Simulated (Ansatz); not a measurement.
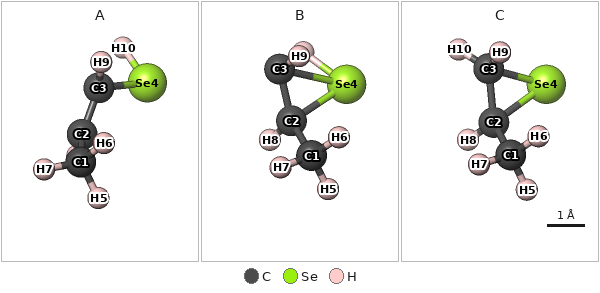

3 geometries from a converged minimum-energy path of C3H6Se, shuffled. A ball-and-stick model, seen from a free direction.

All numbers below come from RKS BLYP/def2-mTZVP in Ansatz 0.2.0. Settings: 5 movable images; climbing image; force threshold 0.05 eV/Å; iteration limit 60; starting path through a guess of the saddle point.

Which of them lies highest in energy?

Answer. B. In order along the path, whose images run from 0 to 6: C (image 0, 0.00 eV), B (image 2, +3.11 eV), A (image 4, +0.83 eV). A hydrogen atom shifts from one atom to another. Breaking: C3–H10 (1.09 → 1.97 at the top → 2.56 Å). Forming: Se4–H10 (2.65 → 1.53 at the top → 1.50 Å).

The run took 83 s on 2 threads of INTEL(R) XEON(R) PLATINUM 8581C CPU @ 2.30GHz (Emerald Rapids) (shared host), peak memory 0.24 GiB.
